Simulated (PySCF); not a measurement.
Te(Et)(iPr), SMILES CC[Te]C(C)C at its GFN2-xTB optimised geometry (Å):

```
18

Te    -1.2325    -1.4616     0.0000
C     -1.5566     0.6957     0.0000
C     -1.2216     1.3826     1.3069
H     -2.6134     0.8132    -0.2263
H     -0.9880     1.1261    -0.8200
H     -0.1590     1.3111     1.5269
H     -1.7741     0.9383     2.1320
H     -1.4814     2.4400     1.2512
C      0.9684    -1.4616     0.0000
C      1.5353    -1.3687     1.4044
C      1.5298    -0.3827    -0.9029
H      1.2145    -2.4400    -0.4155
H      2.6220    -1.4559     1.3753
H      1.2871    -0.4150     1.8645
H      1.1459    -2.1660     2.0340
H      1.1167    -0.4571    -1.9071
H      2.6134    -0.4812    -0.9721
H      1.3101     0.6066    -0.5073
```

Method: PBE0/def2-SVP, def2 effective core potentials past Kr run with PySCF 2.14.0. The core electrons that the potentials of Te replace are not part of the density. Cells within 0.4 Å of a nucleus heavier than hydrogen are left out (blank, or x).

Map of the HOMO amplitude (bohr^(-3/2)) on the plane z = 1.5 Å; orbital energy -5.51 eV, overall sign arbitrary:

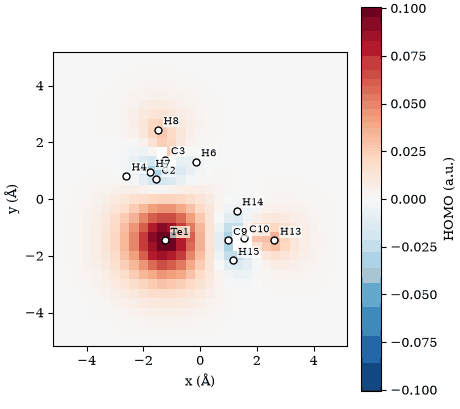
*HOMO amplitude (bohr^(-3/2)) on the plane z = 1.5 Å.*
